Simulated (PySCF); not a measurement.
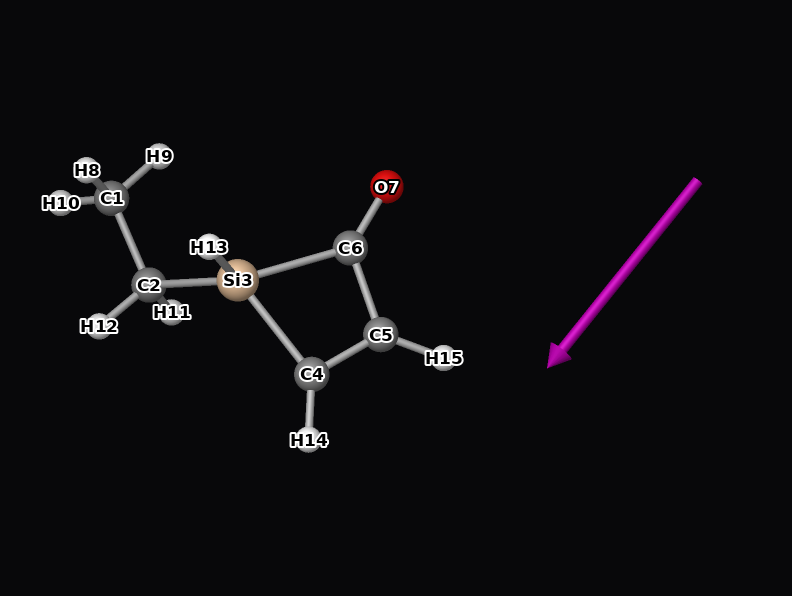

The arrow beside the molecule shows the direction of the dipole moment, from the negative to the positive end (its length means nothing). Computed geometry: GFN2-xTB optimisation. No frequency run is at hand to confirm it as a minimum. Level of theory: B3LYP/def2-SVPD, gas phase (PySCF 2.14.0).

Estimate the dipole moment.

Answer. 3.61 D; it points from the side of O7 to the side of H12 (the outermost atoms at the two ends).

The geometry is semi-empirical. Around Si such bond lengths and angles can be off by a tenth of an ångström or more and by several degrees, and values that hang on the shape move with them.
